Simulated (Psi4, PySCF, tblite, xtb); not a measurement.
Interaction energy of CH3Cl ··· H4Si (SMILES CCl and [SiH4]). Monomers: optimised at B3LYP-D3(BJ) (def2-TZVP), held rigid. Orientation: a higher rigid-body minimum at GFN2-xTB. R is the distance of the centres of mass, along which the second monomer moves.

Geometry at R = 4.80 Å (first 5 atoms: monomer A):
```
10

C     -0.1538    -0.0004     0.0011
Cl     1.6405     0.0046    -0.0120
H     -0.4875    -0.4769     0.9179
H     -0.5004    -0.5554    -0.8653
H     -0.4988     1.0282    -0.0416
Si    -2.1751    -2.4514     2.5193
H     -3.0338    -1.7829     1.5157
H     -1.5711    -1.4334     3.4084
H     -1.1023    -3.2025     1.8290
H     -2.9929    -3.3867     3.3241
```

- MP2/aug-cc-pVDZ = DF-MP2/aug-cc-pVDZ, frozen core, counterpoise-corrected (Psi4)
- GFN2-xTB (tblite)
- GFN1-xTB (xtb)
- RKS-B3LYP/6-31G* = PySCF with restricted B3LYP/6-31G*, spherical d, no counterpoise correction
- RKS-M06-2X/6-31G* = PySCF 2.14.0 with restricted M06-2X/6-31G*, spherical d, no counterpoise correction

Interaction energies in kcal/mol (negative: bound); R is the distance of the centres of mass, d the H3···H8 distance.

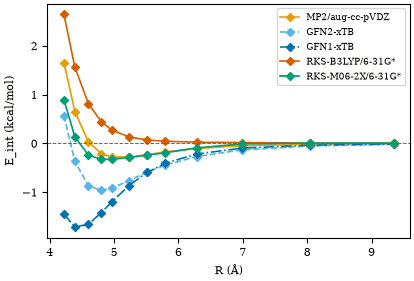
*Interaction energy against separation.*

| R / Å | d / Å | MP2/aug-cc-pVDZ | GFN2-xTB | GFN1-xTB | RKS-B3LYP/6-31G* | RKS-M06-2X/6-31G* |
|---|---|---|---|---|---|---|
| 4.22 | 2.38 | 1.66 | 0.57 | -1.45 | 2.64 | 0.90 |
| 4.39 | 2.53 | 0.65 | -0.37 | -1.72 | 1.56 | 0.14 |
| 4.60 | 2.71 | 0.03 | -0.86 | -1.65 | 0.82 | -0.24 |
| 4.80 | 2.88 | -0.21 | -0.96 | -1.42 | 0.45 | -0.33 |
| 4.96 | 3.02 | -0.27 | -0.92 | -1.20 | 0.28 | -0.32 |
| 5.23 | 3.26 | -0.28 | -0.76 | -0.86 | 0.13 | -0.29 |
| 5.51 | 3.52 | -0.23 | -0.59 | -0.59 | 0.07 | -0.24 |
| 5.79 | 3.78 | -0.18 | -0.44 | -0.41 | 0.05 | -0.19 |
| 6.28 | 4.24 | -0.10 | -0.27 | -0.22 | 0.03 | -0.09 |
| 6.98 | 4.91 | -0.05 | -0.13 | -0.10 | 0.02 | -0.01 |
| 8.04 | 5.94 | -0.02 | -0.05 | -0.03 | 0.01 | 0.01 |
| 9.34 | 7.21 | 0.00 | -0.02 | -0.01 | 0.00 | 0.00 |

Lowest grid point: MP2/aug-cc-pVDZ -0.28 kcal/mol at R = 5.23 Å; GFN2-xTB -0.96 kcal/mol at R = 4.80 Å; GFN1-xTB -1.72 kcal/mol at R = 4.39 Å; RKS-B3LYP/6-31G* 0.00 kcal/mol at R = 9.34 Å; RKS-M06-2X/6-31G* -0.33 kcal/mol at R = 4.80 Å.
